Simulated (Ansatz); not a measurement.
**Si2Mo: one crystal by all-electron and frozen-core methods**

Aim: solve Si2Mo at one geometry with all-electron LAPW, PAW with frozen cores and all-electron PAW on datasets made for the crystal, and see where they agree.

Computed with Ansatz 0.2.0 (DFT PBEsol, scalar-relativistic, unless a step's input says otherwise).

### 1 The system as given

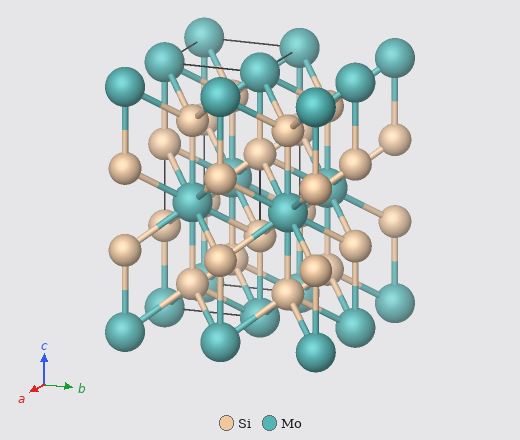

Start, viewed slightly off an axis; silicon light orange, molybdenum teal. 2×2×1 cells are drawn. Atoms on the faces are drawn again on the opposite ones. The cell drawn here is the conventional one.

Coordinates:

```
Si Mo
1.0
    -1.60000    1.60000    3.93050
     1.60000   -1.60000    3.93050
     1.60000    1.60000   -3.93050
Si Mo
2 1
Cartesian
  0.0000 0.0000 2.6177
  0.0000 0.0000 5.2433
  0.0000 0.0000 0.0000
```

The cell is a deposited one (Crystallography Open Database entry 1010282); the temperature and pressure of the measurement aren't taken into account, and nothing was relaxed.

Atoms are numbered in the order of the input: Si1, Si2, Mo3.

### 2 All-electron LAPW

input.yaml

```yaml
crystal:
  lattice:
    - [-1.6, 1.6, 3.9305]
    - [1.6, -1.6, 3.9305]
    - [1.6, 1.6, -3.9305]
  atoms:
    - { symbol: Si, position: [0.333, 0.333, 0.0] }
    - { symbol: Si, position: [0.667, 0.667, 0.0] }
    - { symbol: Mo, position: [0.0, 0.0, 0.0] }
kpoints:
  mp_grid: { grid: [16, 16, 16] }
  band_path:
    path:
      - [0.0, 0.0, 0.0]
      - [0.0, 0.0, 0.5]
      - [0.25, 0.25, 0.25]
      - [0.0, 0.5, 0.0]
      - [0.0, 0.0, 0.0]
      - [0.5, 0.5, -0.5]
      - [0.2914270847, 0.7085729153, -0.2914270847]
      - [-0.2914270847, 0.2914270847, 0.2914270847]
      - [0.0, 0.0, 0.0]
    npoints: 14
scf:
  occupations: { method: fermi_dirac, width: 0.08 }
hamiltonian:
  xc: pbesol
  pseudopotentials: { kind: all_electron, lapw: { basis_error: 0.001 } }
output:
  forces: true
  stress: true
  eigenvalues: true
  populations: true
  dos: { projected: true, de: 0.2, e_range: [-14, 8] }
```

Command:

```bash
> ansatz run input.yaml --threads 1 --pin off --max-ram 4096MiB --backend cpu --events-out ev --progress --plain --runs-dir out
```

Output (excerpt; [...] marks lines left out):

```text
Si: projections on atomic orbitals take those of the free atom 1s2 2s2 2p6 3s2 3p2, of charge +0.00 (hamiltonian.pseudopotentials.projection_atoms)
Mo: projections on atomic orbitals take those of the free atom 1s2 2s2 2p6 3s2 3p6 3d10 4s2 4p6 4d5 5s1, of charge +0.00 (hamiltonian.pseudopotentials.projection_atoms)
LAPW: plane waves up to 7.649 Å⁻¹, error target 1.0e-3 eV per atom; small_component_spin mean_spin; Si in spheres of 1.170 Å, 12 of its electrons in bands, Dirac shells []; Mo in spheres of 1.446 Å, 24 of its electrons in bands, Dirac shells []
[...]
Pseudopotentials: kind: all_electron
Pseudopotential: Si, LAPW, valence charge 12, Koelling and Harmon's equation, gaussian nucleus
Pseudopotential: Mo, LAPW, valence charge 24, Koelling and Harmon's equation, gaussian nucleus
Functional definition: PBEsol
[...]
Crystal: 3 atoms, lattice volume = 40.248 Å³
Basis set: ecut = 222.92884974272576 eV, 309 PW (Γ), FFT grids on a1+a3, a2+a3, a3, exchange–correlation at level 2
Bands: 29, of which v1, the nominal top of the filled ones, is band 24 counted from 1 (23 counted from 0)
Symmetry: 16 space group operations
Space group: I4/mmm (ITA 139), of the structure as read, at distance tolerance 3.4e-5 Å
k-points: 349 of 4096
[...]
SCF iter   1: F=—  HF=-125877.921200 eV  |F-HF|=—  |Δ(HF+E_count)|=         —  Δρ=4.25e-2  dr2=8.43e-1  ethr=1.75e-3  ⟨swp⟩=2.0  Hψ=67226  notcnv=0
[...]
the basis was enlarged: its passes take 365.9 KiB over the memory plan, 1 of 1 planned eigensolver slots
[...]
SCF iter  10: F=-125877.039453 eV  HF=-125877.039453 eV  |F-HF|=1.59e-8  |Δ(HF+E_count)|=   5.65e-8  Δρ=3.14e-6  dr2=8.43e-9  ethr=4.53e-10  ⟨swp⟩=2.0  Hψ=28645  notcnv=0
[...]
NSCF: frozen V_eff on 113 k-points
SCF converged after 10 iterations
Free energy (F): -125877.039453 eV
[...]
E sigma→0 (E₀):  -125877.036339 eV
Entropy (-TS):   -0.006229 eV (-2.076 meV/atom)
Fermi energy:    18.019644 eV
[...]
--- Forces (eV/Å), atoms counted from 1 ---
  atom   1  Si    -0.00000000     0.00000000     0.32634762
  atom   2  Si     0.00000000     0.00000000    -0.32634762
  atom   3  Mo     0.00000000    -0.00000000     0.00000000
[...]
--- Stress (GPa, compression-positive) ---
       -2.271124       0.000000       0.000000
        0.000000      -2.271124       0.000000
        0.000000       0.000000      -3.512383
  P = ⅓ Tr σ = -2.6849 GPa (-26.849 kbar)
--- Band table (eV; the first three rows and the last of 349) ---
[...]
--- Löwdin populations: 3 sites ---
  site symbol       q [e]
     0     Si     13.8588
     1     Si     13.8588
     2     Mo     42.0841
  spilling = 0.002832 (of n_electrons = 70.000000)
```

It took 2.2 min on 1 thread of Intel Xeon Platinum 8259CL at 2.50GHz (Skylake/Cascade Lake), shared host; peak memory 1.1 GiB.

This run gives: pressure -2.68 GPa; no gap; largest force 0.326 eV/Å.

Levels at the path's labelled points, in eV from the Fermi level:

```tsv
point	band 21	band 22	band 23	band 24	band 25	band 26	band 27
Γ	-3.04	-2.65	-2.65	0.43	3.09	3.10	3.65
X	-5.25	-4.49	-3.06	-1.13	2.32	2.72	3.02
P	-6.24	-2.77	-2.05	-2.05	0.23	2.32	4.00
N	-4.46	-2.62	-2.50	-0.51	2.26	3.04	4.04
Γ	-3.04	-2.65	-2.65	0.43	3.09	3.10	3.65
M	-2.29	-0.58	-0.58	-0.51	-0.51	0.56	4.63
S	-2.79	-2.40	-2.32	-0.42	1.50	3.07	3.57
S0	-2.79	-2.40	-2.32	-0.42	1.50	3.07	3.57
Γ	-3.04	-2.65	-2.65	0.43	3.09	3.10	3.65
```

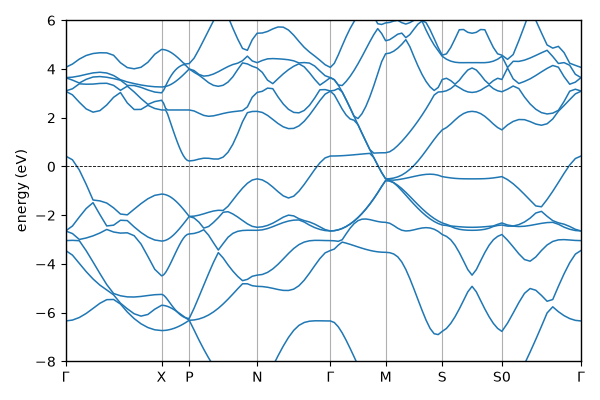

Bands along the path, counted from its Fermi level.

States per cell, counted by energy window (eV from the Fermi level, on a grid of 0.20 eV):

```tsv
from	to	total	Mo 4d	Si 3p	Si 3s
-10	-9	0.72	0.12	0.22	0.34
-9	-8	0.96	0.20	0.29	0.42
-8	-7	0.65	0.17	0.23	0.23
-7	-6	0.60	0.16	0.31	0.10
-6	-5	1.24	0.30	0.81	0.06
-5	-4	0.85	0.27	0.41	0.12
-4	-3	1.53	0.72	0.54	0.16
-3	-2	3.43	1.97	1.17	0.16
-2	-1	1.98	1.07	0.77	0.07
-1	0	0.77	0.62	0.11	0.01
0	1	0.54	0.30	0.15	0.07
1	2	1.41	0.78	0.36	0.18
2	3	2.12	1.10	0.53	0.35
3	4	1.85	0.60	0.55	0.25
4	5	1.93	0.45	0.70	0.23
```

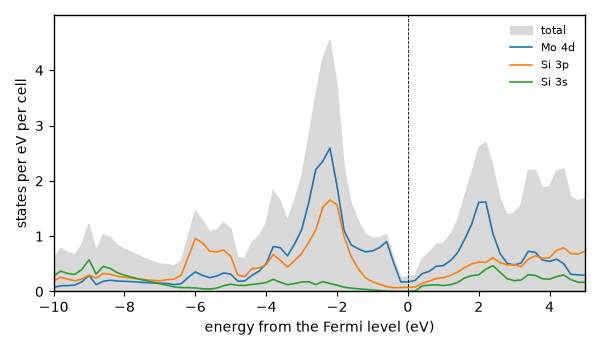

Density of states, total and projected.

### 3 PAW with frozen cores

input.yaml: that of step 2 with these lines changed.

```diff
@@ -27,3 +27,3 @@
   xc: pbesol
-  pseudopotentials: { kind: all_electron, lapw: { basis_error: 0.001 } }
+  pseudopotentials: { kind: paw }
 output:
@@ -32,3 +32,9 @@
   eigenvalues: true
+  efg: { contact_densities: true }
   populations: true
+  bader: true
   dos: { projected: true, de: 0.2, e_range: [-14, 8] }
+  write_density: true
+  write_potential: true
+  elf: true
+  volumetric_format: npy
```

Command:

```bash
> ansatz run input.yaml --threads 1 --pin off --max-ram 4096MiB --backend cpu --events-out ev --progress --plain --runs-dir out
```

Output:

```text
Mo: output.efg is read without spin–orbit coupling, which moves field gradients at and beside such atoms by some per cent and up to a factor of two; PAW files take it under magnetization.noncollinear and magnetization.spin_orbit
Engine: ansatz 0.2.0
Pseudopotentials: kind: paw
Pseudopotential: Si, paw, valence charge 4, recommended cutoff 420 eV (normal)
Pseudopotential: Mo, paw, valence charge 14, recommended cutoff 420 eV (normal)
[... 1 set-up line as earlier in the session ...]
  exchange = pbesol_x
  correlation = pbesol_c
Crystal: 3 atoms, lattice volume = 40.248 Å³
Basis set: ecut = 420 eV, 769 PW (Γ), exchange–correlation on 64×64×64 points (8 copies of the dense FFT grid, shifted against one another)
Bands: 15, of which v1, the nominal top of the filled ones, is band 11 counted from 1 (10 counted from 0)
[... 2 set-up lines as earlier in the session ...]
k-points: 349 of 4096
Non-local potential: Si, projectors of the file, l = 0: 2, l = 1: 2, l = 2: 2
Non-local potential: Mo, projectors of the file, l = 0: 3, l = 1: 2, l = 2: 2, l = 3: 1
PAW form: soft (Blöchl's): semilocal exchange-correlation on the pseudo side does not see the compensation charge
PAW frozen core: Si, regenerated for the run's functional, and the local potential with it (the file was generated under x = pbe(κ = 0.804, μ = 0.2195149727645171), c = pbe(β = 0.06672455060314922))
PAW frozen core: Mo, regenerated for the run's functional, and the local potential with it (the file was generated under x = pbe(κ = 0.804, μ = 0.2195149727645171), c = pbe(β = 0.06672455060314922))
PAW one-centre angular grid: Si, 110 points (default); XC on 64 Gauss nodes
PAW one-centre angular grid: Mo, 590 points (default); XC on 64 Gauss nodes
Initial density: superposition of atomic densities (neutral atoms: chi_scale 0, normalization atom), corrected by the library's trained network
Initial wavefunctions: pseudopotential atomic-orbital guess
Functional: x = pbesol(κ = 0.804, μ = 0.12345679012345678), c = pbesol(β = 0.046)
SCF iter   1: F=—  HF=-6142.261983 eV  |F-HF|=—  |Δ(HF+E_count)|=         —  Δρ=5.54e-3  dr2=8.98e-3  ethr=1.77e-3  ⟨swp⟩=5.1  Hψ=29805  notcnv=0
preconditioner: auto → Kerker (q_TF=auto, 2.467 Å⁻¹)  [metal: Δε(μ)=0.044 eV  Ē_g=7.723 eV  σ=0.080 eV  W_gap=0.14  n_scr=10 (ndim 8)  ℏωp=21.9 eV  f_vac=0.000  D(μ)=0.28/eV (n_scr^D=0)]
SCF iter   2: F=—  HF=-6142.260295 eV  |F-HF|=—  |Δ(HF+E_count)|=   1.69e-3  Δρ=2.77e-3  dr2=2.11e-3  ethr=4.08e-5  ⟨swp⟩=1.2  Hψ=8260  notcnv=0
SCF iter   3: F=—  HF=-6142.259796 eV  |F-HF|=—  |Δ(HF+E_count)|=   5.00e-4  Δρ=6.57e-4  dr2=2.03e-4  ethr=9.59e-6  ⟨swp⟩=2.1  Hψ=8792  notcnv=0
SCF iter   4: F=—  HF=-6142.259746 eV  |F-HF|=—  |Δ(HF+E_count)|=   5.04e-5  Δρ=1.36e-4  dr2=6.87e-6  ethr=9.25e-7  ⟨swp⟩=2.5  Hψ=7830  notcnv=0
SCF iter   5: F=—  HF=-6142.259742 eV  |F-HF|=—  |Δ(HF+E_count)|=   3.99e-6  Δρ=2.26e-5  dr2=1.96e-7  ethr=3.12e-8  ⟨swp⟩=2.1  Hψ=7334  notcnv=0
SCF iter   6: F=-6142.259741 eV  HF=-6142.259741 eV  |F-HF|=1.42e-9  |Δ(HF+E_count)|=   2.89e-8  Δρ=3.26e-6  dr2=3.29e-9  ethr=4.55e-10  ⟨swp⟩=8.2  Hψ=33098  notcnv=0
SCF 1 converged in 6 iterations: F = -6142.259741 eV  dr2 = 3.29e-9
NSCF: frozen V_eff on 113 k-points
SCF converged after 6 iterations
Free energy (F): -6142.259741 eV
Harris-Foulkes:  -6142.259741 eV  (|F-HF|=1.42e-9)
Internal energy: -6142.253517 eV  (E = F + TS)
E sigma→0 (E₀):  -6142.256629 eV
Entropy (-TS):   -0.006224 eV (-2.075 meV/atom)
Fermi energy:    15.879863 eV
--- Per-component energies (eV) ---
  E_band       = -48.159845
  E_kinetic    = 531.055243
  E_local      = -1149.749013  (includes V_loc(G=0)·N_el)
  E_nonlocal   = 194.669924
  E_hartree    = 427.264532
  E_xc         = -296.587561
  E_vxc        = -328.533758  (∫ρ·V_xc dr)
  E_paw        = -4141.656982  (= ΣΔE_a)
  E_vpaw       = -150.129763  (= ΣTr[D̂ρ^β])
  E_aug_tail   = 0.000037  (compensation charges beyond the density's cutoff)
  E_ewald      = -1707.522119
  E_core_change = 0.272421  (= ΣΔE_core)
  E_smearing   = -0.006224  (= −TS)
  E_closure    = 0.000000  (closes the sum)
  Σ components = -6142.259741   (vs F -6142.259741, Δ=0.00e0)
--- Forces (eV/Å), atoms counted from 1 ---
  atom   1  Si     0.00000000    -0.00000000     0.32698330
  atom   2  Si    -0.00000000    -0.00000000    -0.32698330
  atom   3  Mo     0.00000000     0.00000000    -0.00000000
  max |Σ_I F_I| component: 2.08e-17 eV/Å
--- Stress (GPa, compression-positive) ---
       -2.310702       0.000000       0.000000
        0.000000      -2.310702       0.000000
        0.000000       0.000000      -3.553281
  P = ⅓ Tr σ = -2.7249 GPa (-27.249 kbar)
--- PAW observables at the nuclei: V_zz in 10²¹ V/m², potentials from the cell's mean, atoms counted from 1 ---
  atom   1  Si V_zz =    -1.166882   η = 0.0000   by run symmetry: allowed
            electrostatic potential = -1368.090209 V   contact ρ = 12761.335243 e/Å³
  atom   2  Si V_zz =    -1.166882   η = 0.0000   by run symmetry: allowed
            electrostatic potential = -1368.090209 V   contact ρ = 12761.335243 e/Å³
  atom   3  Mo V_zz =    -5.907617   η = 0.0000   by run symmetry: allowed
            electrostatic potential = -6357.861720 V   contact ρ = 594298.438601 e/Å³
--- Band table (eV; the first three rows and the last of 349) ---
  k-point 0: bands = ["-44.7530", "-18.9457", "-18.8414", "-18.8414", "2.4370", "9.5411", "12.4338", "12.8359", "13.2338", "13.2338", "16.3071", "18.9702", "18.9759", "19.5273", "19.5273"]
  k-point 1: bands = ["-44.7516", "-18.9438", "-18.8511", "-18.8497", "2.5581", "9.6504", "11.9904", "12.8719", "12.9195", "13.7120", "15.8574", "18.5959", "19.2155", "19.3279", "19.5803"]
  k-point 2: bands = ["-44.7476", "-18.9382", "-18.8783", "-18.8734", "2.9148", "9.9489", "11.4095", "12.1958", "12.9843", "14.2921", "14.8264", "18.1543", "19.2527", "19.5125", "19.6928"]
  k-point 348: bands = ["-44.7524", "-18.9701", "-18.8430", "-18.8430", "4.2661", "5.8893", "12.3558", "13.5862", "15.3007", "15.3007", "15.3739", "15.3739", "16.4416", "20.5091", "21.0396"]
--- Löwdin populations: 3 sites ---
  site symbol       q [e]
     0     Si      3.8564
     1     Si      3.8564
     2     Mo     14.0770
  spilling = 0.009557 (of n_electrons = 22.000000)
--- Bader charges: 3 sites ---
  site symbol  charge [e]  shift [e]
     0     Si     -0.0350     0.0022
     1     Si     -0.0350     0.0022
     2     Mo      0.0700     0.0043
  estimated error of the sums over rays = 6.6e-4 e
```

It took 88 s on 1 thread of Intel Xeon Platinum 8259CL at 2.50GHz (Skylake/Cascade Lake), shared host; peak memory 0.57 GiB.

Result: pressure -2.72 GPa; no gap; largest force 0.327 eV/Å; Vzz Si1 -1.17 (η = 0.00), Mo3 -5.91 (η = 0.00) (10²¹ V/m²).

```tsv
atom	Bader charge (e)	basin volume (Å³)
Si1	-0.04	12.74
Mo3	+0.07	14.76
```

The fields are shown in the conventional cell of this run's space group, carried over from its grid by interpolation.

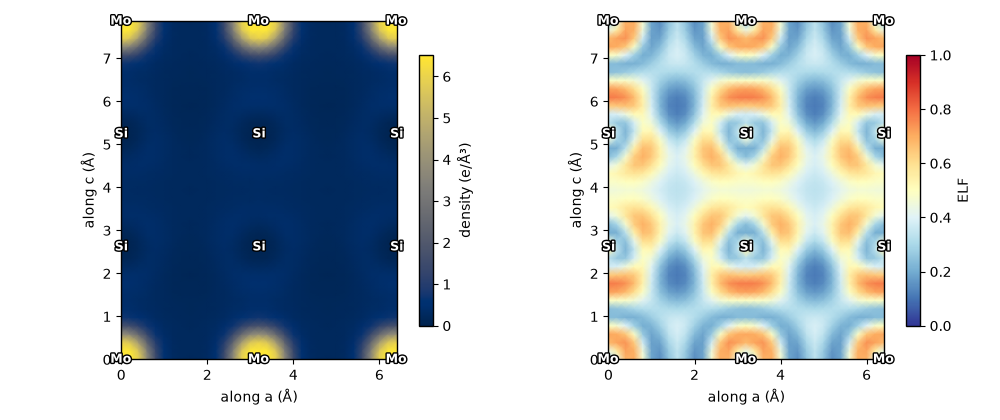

Density (left) and ELF (right) in a lattice plane of the grid's cell (edges 3.20 and 7.86 Å, at 0.000 of the third edge), which holds Si and Mo. Only atoms in the plane are labelled. Both are smooth fields of the valence electrons: close to the nuclei they are not physical.

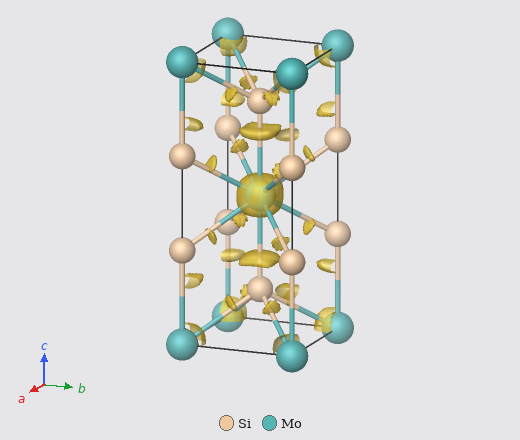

Surface of ELF = 0.71, drawn in one cell.

Outside the cores ELF peaks at 0.77 on the Si–Mo line, 0.8 Å from Si.

### 4 All-electron PAW on datasets made for the crystal

input.yaml: that of step 3 with these lines changed.

```diff
@@ -22,3 +22,3 @@
       - [0.0, 0.0, 0.0]
-    npoints: 14
+    npoints: 8
 scf:
@@ -27,3 +27,3 @@
   xc: pbesol
-  pseudopotentials: { kind: paw }
+  pseudopotentials: { kind: all_electron, datasets: crystal }
 output:
@@ -33,8 +33 @@
   efg: { contact_densities: true }
-  populations: true
-  bader: true
-  dos: { projected: true, de: 0.2, e_range: [-14, 8] }
-  write_density: true
-  write_potential: true
-  elf: true
-  volumetric_format: npy
```

Command:

```bash
> ansatz run input.yaml --threads 1 --pin off --max-ram 4096MiB --backend cpu --events-out ev --progress --plain --runs-dir out
```

Output (excerpt; [...] marks lines left out):

```text
[...]
Mo: output.efg is read without spin–orbit coupling, which moves field gradients at and beside such atoms by some per cent and up to a factor of two; PAW files take it under magnetization.noncollinear and magnetization.spin_orbit
[...]
[... 1 set-up line as earlier in the session ...]
Pseudopotential: Si, paw, valence charge 4, recommended cutoff 300 eV (normal), Koelling and Harmon's equation, gaussian nucleus
Pseudopotential: Mo, paw, valence charge 14, recommended cutoff 300 eV (normal), Koelling and Harmon's equation, gaussian nucleus
[... 1 set-up line as earlier in the session ...]
[...]
Crystal: 3 atoms, lattice volume = 40.248 Å³
Basis set: ecut = 300 eV, 455 PW (Γ), FFT grids on a1+a3, a2+a3, a3, exchange–correlation on 40×40×54 points (8 copies of the dense FFT grid, shifted against one another)
Bands: 11, of which v1, the nominal top of the filled ones, is band 7 counted from 1 (6 counted from 0)
[...]
--- Stress (GPa, compression-positive) ---
       -2.271769      -0.000000       0.000000
       -0.000000      -2.271769      -0.000000
        0.000000       0.000000      -3.512479
  P = ⅓ Tr σ = -2.6853 GPa (-26.853 kbar)
  It holds what live shells' own plane waves past their cutoff add
--- PAW observables at the nuclei: V_zz in 10²¹ V/m², potentials from the cell's mean, atoms counted from 1 ---
  atom   1  Si V_zz =    -1.139856   η = 0.0000   by run symmetry: allowed
            electrostatic potential = -1366.663209 V   contact ρ = 12770.228851 e/Å³
  atom   2  Si V_zz =    -1.139856   η = 0.0000   by run symmetry: allowed
            electrostatic potential = -1366.663209 V   contact ρ = 12770.228851 e/Å³
  atom   3  Mo V_zz =    -5.985884   η = 0.0000   by run symmetry: allowed
            electrostatic potential = -6356.062392 V   contact ρ = 594346.920526 e/Å³
--- Band table (eV; the first three rows and the last of 349) ---
  k-point 0: bands = ["4.5763", "11.6791", "14.5713", "14.9761", "15.3732", "15.3732", "18.4480", "21.1078", "21.1180", "21.6659"]
[...]
```

It took 57 s on 1 thread of Intel Xeon Platinum 8259CL at 2.50GHz (Skylake/Cascade Lake), shared host; peak memory 0.9 GiB.

Result: pressure -2.69 GPa; no gap; largest force 0.326 eV/Å; Vzz Si1 -1.14 (η = 0.00), Mo3 -5.99 (η = 0.00) (10²¹ V/m²).

```tsv
atom	contact density (e/Å³)
Si1	12770.23
Mo3	594346.9
```

### 5 Comparison

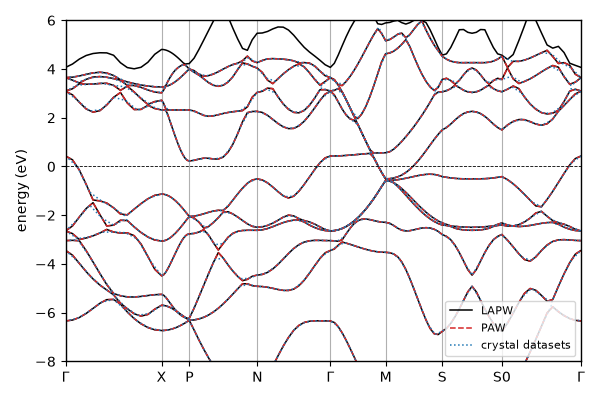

Bands of 3 runs (LAPW; PAW; crystal datasets) drawn together, counted from each run's Fermi level.

```
          method  pressure (GPa)  largest force (eV/Å)  Vzz Si1 (10²¹ V/m²)  Vzz Mo3 (10²¹ V/m²)  SCF cycles, by the record's count
            LAPW           -2.68                 0.326                    –                    –                                 10
             PAW           -2.72                 0.327                -1.17                -5.91                                  6
crystal datasets           -2.69                 0.326                -1.14                -5.99                                 10
```

### 6 What came out

```
           quantity                                               value
           pressure   LAPW -2.68, PAW -2.72, crystal datasets -2.69 GPa
         gap (LAPW)                                                none
      largest force  LAPW 0.326, PAW 0.327, crystal datasets 0.326 eV/Å
Bader charges (PAW)                              Si1 -0.04, Mo3 +0.07 e
  highest ELF (PAW)                                0.77, 0.85 Å from Si
```

What this shows: The pressure of -2.7 GPa pushes the cell to shrink, with the atoms held in place. Bands cross the Fermi level: the crystal is a metal at this level. Mo 4d carries the largest share, 69 %, of the projected states within 0.3 eV of the Fermi level. The projection holds only the free atom's occupied shells (Si 3s, Si 3p, Mo 5s, Mo 4d in this range). The field gradient at Mo3, the largest by crystal datasets, is -5.91 by PAW and -5.99 by crystal datasets (10²¹ V/m²), within 5 %. Spin–orbit coupling is left out, which moves gradients at and beside heavy atoms by some per cent and at worst by a factor of two. In pressure, PAW differs from LAPW by -0.04 GPa. The forces differ by at most 1 meV/Å in a component, on a largest force of 0.326 eV/Å.
